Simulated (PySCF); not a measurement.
Input file:

```
{"job": {"kind": "nmr", "xc": "PBE0", "basis": "pcSseg-1"}, "charge": 0, "multiplicity": 1}
C     -2.000808    -1.762344    -0.921402
B     -1.365156    -0.399414    -0.459110
C     -1.444417     0.849552    -1.414479
Si    -0.450466    -0.260069     1.270247
F     -0.841457    -1.513402     2.246640
C      1.469658    -0.416771     1.144487
C      2.031823     0.566322     0.191638
C      2.660558     1.669522     0.550648
F      3.107042     2.559638    -0.363619
H     -2.766880    -1.665195    -1.688248
H     -1.205517    -2.370239    -1.359463
H     -2.404687    -2.353205    -0.101452
H     -0.530303     1.441138    -1.431602
H     -2.214331     1.522273    -1.030919
H     -1.717392     0.616584    -2.441775
H     -0.713268     0.876078     2.162138
H      1.907412    -0.278664     2.132134
H      1.712774    -1.426967     0.812795
H      1.879952     0.372610    -0.861190
H      2.880316     1.983232     1.559493
```

Launched as:

```sh
OMP_NUM_THREADS=1 python probes_run.py task.json out
```

Geometry: GFN2-xTB.

The calculation used PBE0/pcSseg-1, SCF density, gas phase, non-relativistic (PySCF 2.14.0).

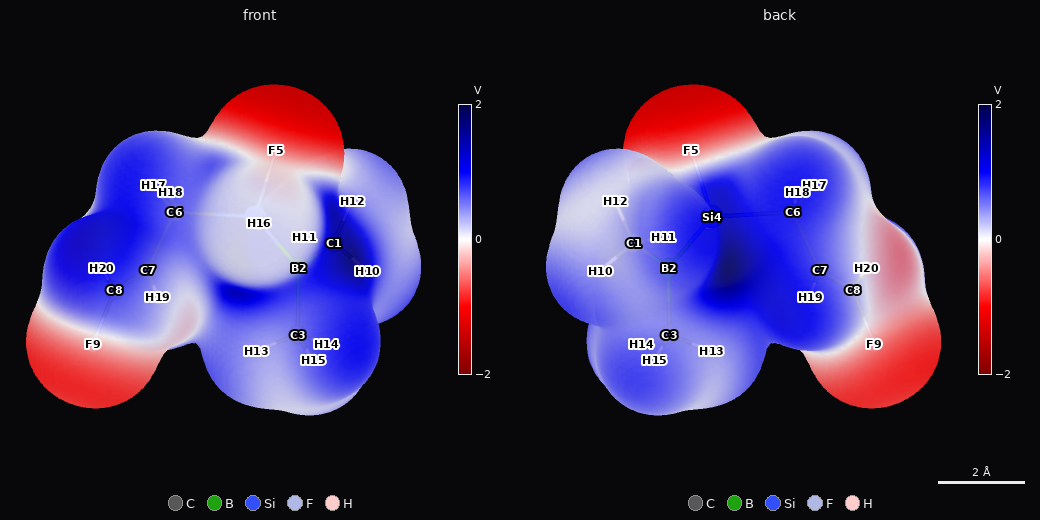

C₅H₁₁BF₂Si. The molecular electrostatic potential painted on the density surface at 0.002 e/bohr³, seen from the front and from behind; the colour scale runs from red (negative) to blue (positive).

Which sites attract a positive test charge, and which a negative one?

A positive charge is drawn to the negative regions and a negative charge to the positive ones. The most negative region (about −1.3 V) lies over F5, the most positive (about +1.7 V) over B2.
